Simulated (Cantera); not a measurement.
A closed system holds: 1 mol Fe3O4, 1.6 mol CO, a varied amount of N2, equilibrated at 627 °C and 0.120 bar.

These are equilibrium values from Cantera (NASA tables, ideal gas, pure condensed phases), not measurements of a reactor. Candidate condensed phases: C, Fe, Fe(CO)5, FeO, Fe2O3, Fe3O4; 27 gas species. The tables' stoichiometric FeO is somewhat more stable than real wüstite, so its field is too wide. FeO: taken at fixed stoichiometry. Kinetics and transport are ignored.

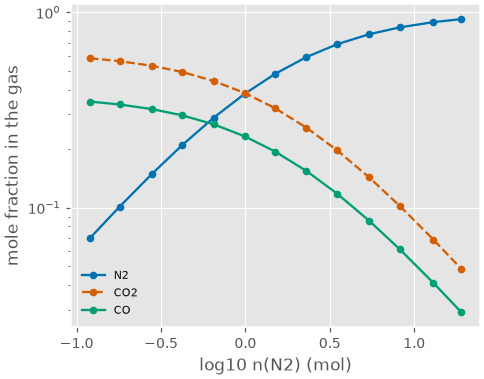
Fig. 1. Equilibrium gas composition (values under 1e-9 drawn at 1e-9)

From 0.12 mol N2 to 19 mol N2 the condensed part is FeO(s).
